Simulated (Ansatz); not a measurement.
The reference is MgSe in the rock salt structure (space group Fm-3m, No. 225; a = 5.391 Å).

The change: an isotropic linear strain of +0.50 %; the atoms relax in the strained cell.

All numbers come from LDA, PAW, 420 eV (Ansatz, a program for electronic structure; spin-orbit coupling left out).

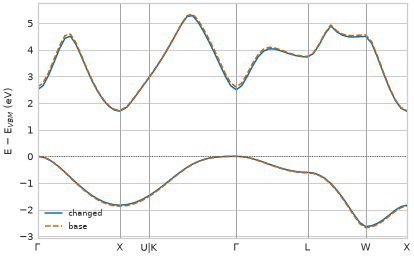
*Highest valence and lowest conduction band along the path, each from its own valence-band maximum*

The gap is 1.69 eV, indirect, Γ → X; the base has 1.72 eV.

No phonon test of stability was made.
